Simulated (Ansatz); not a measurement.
**AlClHS (SMILES [SH][Al][Cl]) (doublet): density, localisation and related maps**

```
atom    x (Å)    y (Å)    z (Å)
   S   0.4398   0.9849  -0.7447
  Al  -0.3941  -0.5259   0.6091
  Cl   0.2262  -2.5074   0.2510
   H  -0.2164   1.9881  -0.1356
```

Geometry: PBE0-D4/def2-TZVP.

Computed with UKS PBE0-D4/def2-TZVPP (Ansatz 0.2.0).

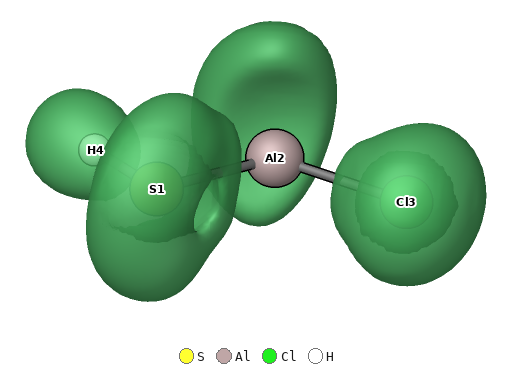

Figure 1. Isosurface of the electron localisation function at 0.8 (green), seen at an oblique angle. Only the valence region is drawn (cores and ρ < 0.01 e/Å³ removed).

> Identify the bonds, lone pairs and shells in this picture.

The ELF exceeds this value in one region around a hydrogen nucleus, one region on S in which the atom's valence shell and bonds are merged, one lobe on Al, pointing away from the bonds (non-bonding electrons) and one region wrapped around Cl (its valence shell). Profiles from the grid: Al–Cl (2.11 Å): the ELF peaks at about 0.85 in the valence shell of Cl, 0.9 Å from its nucleus, and is about 0.80 at the midpoint. Al–S (2.19 Å): the ELF peaks at about 0.90 in the valence shell of S, 1.0 Å from its nucleus, and is about 0.85 at the midpoint.

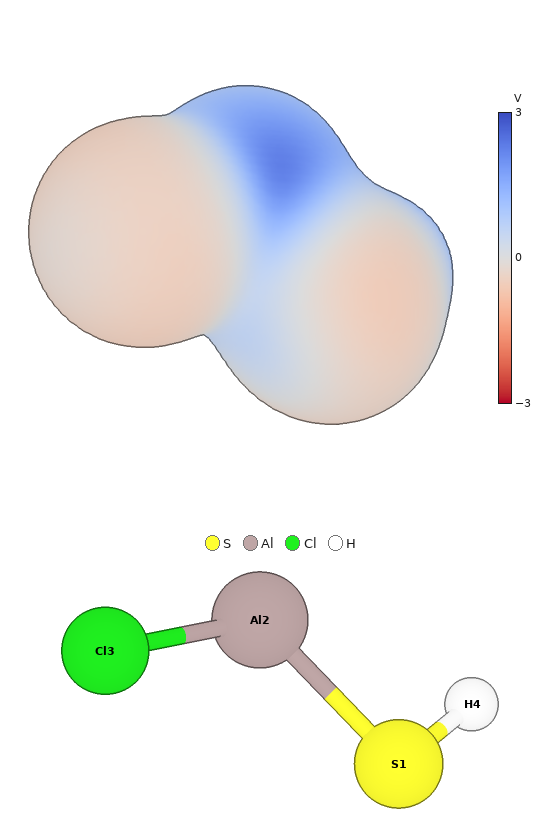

Figure 2. The molecular electrostatic potential painted on the density surface at 0.002 e/bohr³, seen at a tilt; the colour scale runs from red (negative) to blue (positive). The bare structure is drawn below in the same view.

> Which sites attract a positive test charge, and which a negative one?

A positive charge is drawn to the negative regions and a negative charge to the positive ones. The most negative region (about −0.5 V) lies over S1, the most positive (about +2.2 V) over Al2.

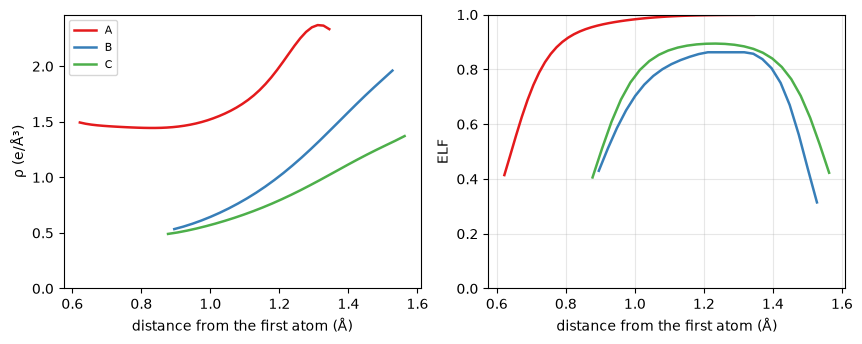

Figure 3. Total electron density and ELF along straight lines between neighbouring atoms. The curves leave out the atomic cores.

> Which curve belongs to which contact (Al–Cl, Al–S and S–H)? The first atom named is at distance zero.

Curve A: S–H (1.34 Å): the density is about 1.5 e/Å³ at the midpoint; the ELF climbs to about 1 towards the hydrogen, as it does in any bond to H. Curve B: Al–Cl (2.11 Å): the density is about 0.72 e/Å³ at the midpoint; the ELF peaks at about 0.85 in the valence shell of Cl, 0.9 Å from its nucleus, and is about 0.80 at the midpoint. Curve C: Al–S (2.19 Å): the density is about 0.66 e/Å³ at the midpoint; the ELF peaks at about 0.90 in the valence shell of S, 1.0 Å from its nucleus, and is about 0.85 at the midpoint.
